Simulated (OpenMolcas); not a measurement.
HfH$_{2}$Cl$_{2}$O$_{2}$: single-point calculation (part 1 of 3)

The run: single-point calculation of HfH$_{2}$Cl$_{2}$O$_{2}$, SMILES Cl[Hf](Cl)(O)O. Method and program: CASSCF/ANO-R1, sfX2C (OpenMolcas 26.06).

The geometry comes from this level: PBE0-D4/def2-TZVP.

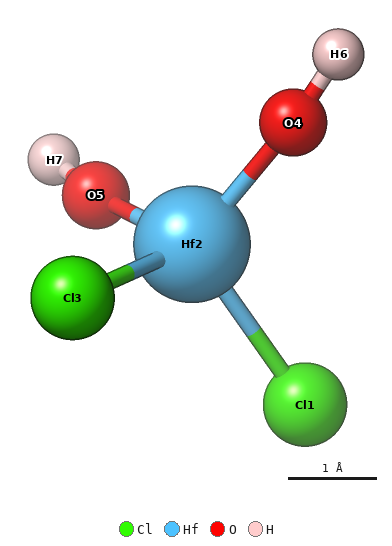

Figure 1. The input geometry (ball-and-stick view, seen at a tilt; atoms are numbered from 1 in the order of the input). Sticks mark near contacts. Bond lengths as drawn: Cl–Hf 2.36 Å, Hf–O 1.90 Å and H–O 0.95 Å.

Input file:
```
&GATEWAY
COORD
coord.xyz
BASIS
ANO-R0
GROUP
NoSym
&SEWARD
&RASSCF
FILEORB
$CurrDir/step1.LocOrb
ALTER
2
1 52 62
1 63 70
SPIN
1
NACTEL
2 0 0
INACTIVE
61
RAS2
2
ORBLISTING
Nothing
>>> COPY $Project.RunFile RUNFIL1
>>> COPY $Project.RasOrb INPORB
&GATEWAY
COORD
coord.xyz
BASIS
ANO-R1
GROUP
NoSym
RICD
&SEWARD
>>> COPY $Project.RunFile RUNFIL2
&EXPBAS
&RASSCF
FILEORB
$Project.ExpOrb
SPIN
1
NACTEL
2 0 0
INACTIVE
61
RAS2
2
ORBLISTING
Nothing
ORBAPPEAR
Compact
```

File coord.xyz:
```
7

Cl    -1.456370    -2.174970     0.002810
Hf     0.098690    -0.403750    -0.023700
Cl     2.292700    -1.246870    -0.201240
O     -0.257230     0.704790    -1.520890
O     -0.055410     0.574120     1.593960
H     -0.457210     1.368980    -2.172410
H     -0.165190     1.177700     2.321450
```

Hardware: 1 thread of Intel Xeon (Granite Rapids), 64 GiB of memory available, shared host.

Launch command:
```bash
export MOLCAS_MEM=1860
pymolcas step2.input > step2.log
```

Output:
```
--- Start Module: gateway ---

                                              &GATEWAY

                       available to each process: 1.9 GB of memory, 1 thread

++    Symmetry information:
      ---------------------

                    Character Table for C1

                             E
                    a        1  x, y, xy, Rz, z, xz, Ry, yz, Rx, I
--

++    Basis set information:
      ----------------------

      Basis set label: CL.ANO-R...3S2P.

      Electronic valence basis set:
      ------------------
      Associated Effective Charge  17.000000 au
      Associated Actual Charge     17.000000 au
      Nuclear Model: Finite nucleus - Gaussian distribution
        Gaussian exponent, Xi/bohr**(-2):  3.84638E+08

      Shell  nPrim  nBasis  Cartesian Spherical Contaminant
         s      17       3        X
         p      11       2        X

      Basis set label: HF.ANO-R...6S4P3D1F.

      Electronic valence basis set:
      ------------------
      Associated Effective Charge  72.000000 au
      Associated Actual Charge     72.000000 au
      Nuclear Model: Finite nucleus - Gaussian distribution
        Gaussian exponent, Xi/bohr**(-2):  1.50087E+08

      Shell  nPrim  nBasis  Cartesian Spherical Contaminant
         s      25       6        X
         p      20       4        X
         d      15       3                 X
         f      10       1                 X

      Basis set label: CL.ANO-R...3S2P.

      Electronic valence basis set:
      ------------------
      Associated Effective Charge  17.000000 au
      Associated Actual Charge     17.000000 au
      Nuclear Model: Finite nucleus - Gaussian distribution
        Gaussian exponent, Xi/bohr**(-2):  3.84638E+08

      Shell  nPrim  nBasis  Cartesian Spherical Contaminant
         s      17       3        X
         p      11       2        X

      Basis set label: O.ANO-R...2S1P.

      Electronic valence basis set:
      ------------------
      Associated Effective Charge   8.000000 au
      Associated Actual Charge      8.000000 au
      Nuclear Model: Finite nucleus - Gaussian distribution
        Gaussian exponent, Xi/bohr**(-2):  5.86314E+08

      Shell  nPrim  nBasis  Cartesian Spherical Contaminant
         s      13       2        X
         p       8       1        X

      Basis set label: H.ANO-R...1S.

      Electronic valence basis set:
      ------------------
      Associated Effective Charge   1.000000 au
      Associated Actual Charge      1.000000 au
      Nuclear Model: Finite nucleus - Gaussian distribution
        Gaussian exponent, Xi/bohr**(-2):  2.12482E+09

      Shell  nPrim  nBasis  Cartesian Spherical Contaminant
         s       7       1        X
--

++    Molecular structure info:
      -------------------------

                    ************************************************
                    **** Cartesian Coordinates / bohr, angstrom ****
                    ************************************************

     Center  Label                x              y              z                     x              y              z
        1      CL1             -2.752140      -4.110098       0.005310             -1.456370      -2.174970       0.002810
        2      HF2              0.186497      -0.762977      -0.044787              0.098690      -0.403750      -0.023700
        3      CL3              4.332575      -2.356243      -0.380288              2.292700      -1.246870      -0.201240
        4      O4              -0.486094       1.331860      -2.874066             -0.257230       0.704790      -1.520890
        5      O5              -0.104710       1.084930       3.012148             -0.055410       0.574120       1.593960
        6      H6              -0.864002       2.586997      -4.105260             -0.457210       1.368980      -2.172410
        7      H7              -0.312164       2.225530       4.386905             -0.165190       1.177700       2.321450

                    ***************************************
                    *    InterNuclear Distances / bohr    *
                    ***************************************

               1 CL1           2 HF2           3 CL3           4 O4            5 O5            6 H6
    1 CL1      0.000000
    2 HF2      4.454359        0.000000
    3 CL3      7.308754        4.454326        0.000000
    4 O4       6.560539        3.584068        6.560534        0.000000
    5 O5       6.560356        3.583910        6.560472        5.903722        0.000000
    6 H6       8.081642        5.367804        8.081797        1.798339        7.313701        0.000000
    7 H7       8.080349        5.368401        8.080370        7.317827        1.798323        8.517749

               7 H7
    7 H7       0.000000

                    *******************************************
                    *    InterNuclear Distances / angstrom    *
                    *******************************************

               1 CL1           2 HF2           3 CL3           4 O4            5 O5            6 H6
    1 CL1      0.000000
    2 HF2      2.357145        0.000000
    3 CL3      3.867626        2.357128        0.000000
    4 O4       3.471688        1.896607        3.471685        0.000000
    5 O5       3.471591        1.896523        3.471652        3.124115        0.000000
    6 H6       4.276621        2.840520        4.276703        0.951640        3.870244        0.000000
    7 H7       4.275937        2.840835        4.275948        3.872427        0.951631        4.507399

               7 H7
    7 H7       0.000000
--

            Nuclear Potential Energy           1050.75017478 au

--- Stop Module: gateway /rc=_RC_ALL_IS_WELL_ ---

--- Start Module: seward ---

                                              &SEWARD

                       available to each process: 1.9 GB of memory, 1 thread

               SEWARD will generate:
                  Multipole Moment integrals up to order  2
                  Kinetic Energy integrals
                  Nuclear Attraction integrals (finite nuclei - Gaussian type)
                  One-Electron Hamiltonian integrals
                  Velocity integrals
                  Relativistic X2C integrals
                  Orbital angular momentum around (  0.2754  -1.1269  -0.0658 )
                  Velocity quadrupole around (  0.2754  -1.1269  -0.0658 )
                  Atomic mean-field integrals
                  Two-Electron Repulsion integrals

                   Integrals are discarded if absolute value <: 1.00E-14
                   Integral cutoff threshold is set to       <: 1.00E-16

            Nuclear Potential Energy           1050.75017478 au

      Basis set specifications :
      Symmetry species         a
      Basis functions           70

--- Stop Module: seward /rc=_RC_ALL_IS_WELL_ ---
--- Module seward spent 17 seconds ---

--- Start Module: rasscf ---

                                              &RASSCF

                       available to each process: 1.9 GB of memory, 1 thread

      Header of the ONEINT file:
      --------------------------

      OrdInt status: non-squared

      Cartesian coordinates in angstrom:
      -----------------------------------------------------
      No.  Label        X            Y            Z
      -----------------------------------------------------
       1   CL1       -1.45637000  -2.17497000   0.00281000
       2   HF2        0.09869000  -0.40375000  -0.02370000
       3   CL3        2.29270000  -1.24687000  -0.20124000
       4   O4        -0.25723000   0.70479000  -1.52089000
       5   O5        -0.05541000   0.57412000   1.59396000
       6   H6        -0.45721000   1.36898000  -2.17241000
       7   H7        -0.16519000   1.17770000   2.32145000
      -----------------------------------------------------
      Nuclear repulsion energy = 1050.75017478

++    Wave function specifications:
      -----------------------------

      Number of closed shell electrons         122
      Number of electrons in active shells       2
      Max number of holes in RAS1 space          0
      Max nr of electrons in RAS3 space          0
      Number of inactive orbitals               61
      Number of active orbitals                  2
      Number of secondary orbitals               7
      Spin quantum number                      0.0
      State symmetry                             1
--

++    Orbital specifications:
      -----------------------

      Symmetry species                           1
                                                 a
      Frozen orbitals                            0
      Inactive orbitals                         61
      Active orbitals                            2
      RAS1 orbitals                              0
      RAS2 orbitals                              2
      RAS3 orbitals                              0
      Secondary orbitals                         7
      Deleted orbitals                           0
      Number of basis functions                 70
--

++    CI expansion specifications:
      ----------------------------

      Number of CSFs                             3
      Number of spin combinations                3
      Number of determinants                     4
      Number of root(s) required                 1
      Root chosen for geometry opt.              1
      CI root used                               1

      highest root included in the CI            1
      max. size of the explicit Hamiltonian      3
--

++    Optimization specifications:
      ----------------------------

      RASSCF algorithm: Conventional
      Maximum number of macro iterations       200
      Maximum number of SX iterations          100
      Threshold for RASSCF energy            1.000E-08
      Threshold for max MO rotation          1.000E-01
      Threshold for max BLB element          1.000E-04
      Level shift parameter                  5.000E-01
      Make Quasi-Newton update
--

      The MO-coefficients are taken from the file:
      step1.LocOrb
      Title:Localised orbitals

      Total molecular charge    0.00

      Molecular orbitals exchanged:
        In symmetry  1 :  52  62
        In symmetry  1 :  63  70

      ************************************************************************************************************************
      *                                            Wave function control section                                             *
      ************************************************************************************************************************

                                         RASSCF iterations: Energy and convergence statistics
                                         ----------------------------------------------------

          iter iter root      energy       change     param      element    value   shift minimum  type update hh:mm:ss
 Nr of preliminary CI iterations:   1
      Total energies have been shifted. Add               -16000.00 au
        1   1   10    1  -146.22629562    0.00E+00  -1.14E-01*  62  65 1 -6.14E-03*  0.00   0.00    SX    NO    0:00:00
        2   1    8    1  -146.22872424   -2.43E-03*  5.42E-02   48  62 1  2.88E-03*  0.00   0.00    SX    NO    0:00:00
        3   1    8    1  -146.22912486   -4.01E-04* -3.18E-02   48  65 1 -3.13E-03*  0.00   0.00    SX    NO    0:00:00
        4   1    8    1  -146.22929843   -1.74E-04* -2.08E-02   55  66 1 -1.69E-03*  0.00   0.00    SX    NO    0:00:00
        5   1    8    1  -146.22938074   -8.23E-05*  4.72E-02   48  65 1 -1.90E-03*  0.00   2.31    QN   YES    0:00:00
        6   1    7    1  -146.22947544   -9.47E-05*  1.11E-02   62  65 1  2.82E-04*  0.00   1.18    QN   YES    0:00:00
        7   1    7    1  -146.22947926   -3.81E-06* -3.93E-03   55  66 1  3.06E-04*  0.00   1.22    QN   YES    0:00:00
        8   1    6    1  -146.22948015   -8.94E-07*  3.20E-03   56  63 1 -1.36E-04*  0.00   1.39    QN   YES    0:00:00
        9   1    6    1  -146.22948070   -5.48E-07*  3.43E-03   56  63 1 -1.01E-04*  0.00   1.58    QN   YES    0:00:00
       10   1    6    1  -146.22948099   -2.93E-07* -8.02E-04   51  69 1 -9.86E-05   0.00   1.17    QN   YES    0:00:00
       11   1    5    1  -146.22948104   -4.37E-08* -1.34E-04   55  66 1 -5.44E-05   0.00   1.16    QN   YES    0:00:00
       12   1    4    1  -146.22948104   -8.77E-09  -5.80E-05   51  69 1 -8.76E-06   0.00   1.03    QN   YES    0:00:00
      Convergence after 12 iterations
       13   1    4    1  -146.22948105   -5.29E-10  -5.80E-05   55  66 1 -7.59E-06   0.00   1.03    QN   YES    0:00:00

      ************************************************************************************************************************
                                                      Wave function printout:
                       occupation of active orbitals, and spin coupling of open shells (u,d: Spin up or down)
      ************************************************************************************************************************
```
